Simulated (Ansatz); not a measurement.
Consider Cl3FH4NSTa.

```xyz
11

Ta    0.0631    0.5278    0.2968
N     2.3282   -0.1348    0.1896
H     2.5245   -0.8358    0.8876
H     2.5232   -0.5416   -0.7126
Cl    0.2229   -0.3220    2.5027
Cl    0.5296    1.4018   -1.8393
Cl   -2.2166    0.8641    0.2984
F     0.0309   -1.2322   -0.4028
S     0.9375    2.6811    1.0979
H     0.8348    2.5092    2.4172
H     2.9677    0.6308    0.3325
```

Core potentials replace the inner electrons of Ta.

The calculation used RHF/def2-SVP (Ansatz).

### What can the converged electron density and electron localisation function tell about the bonding?

Ta–F (1.89 Å): the density is about 0.95 e/Å³ at the midpoint; the ELF peaks at about 0.85 in the valence shell of F, 0.5 Å from its nucleus, and drops to about 0.20 between the two atoms.
Ta–Cl (2.30 Å): the density is about 0.67 e/Å³ at the midpoint; the ELF peaks at about 0.85 in the valence shell of Cl, 0.9 Å from its nucleus, and is about 0.40 at the midpoint.
Ta–N (2.36 Å): ρ is about 0.41 e/Å³ halfway; the ELF peaks at about 0.95 in the valence shell of N, 0.7 Å from its nucleus, and is about 0.20 at the midpoint.
Ta–S (2.46 Å): the density is about 0.6 e/Å³ at the midpoint; the ELF peaks at about 0.90 in the valence shell of S, 0.9 Å from its nucleus, and is about 0.60 at the midpoint.

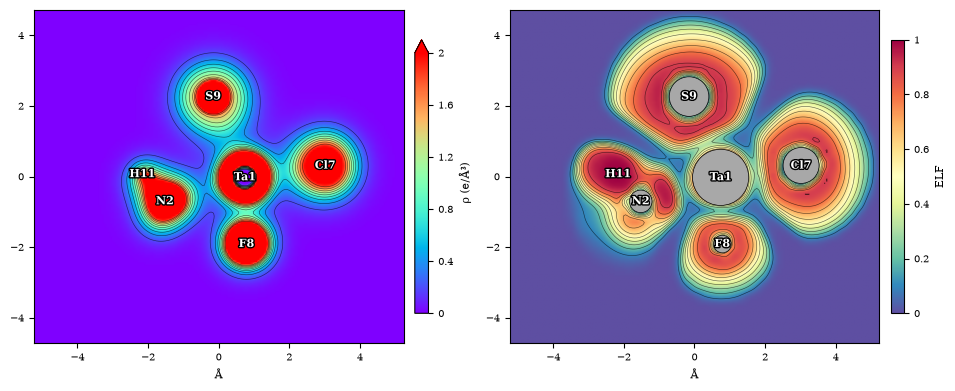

Computed electron density and electron localisation function on the plane of atoms N2, Ta1 and Cl7, in this order. Grey discs cover the atomic cores in the ELF map. 
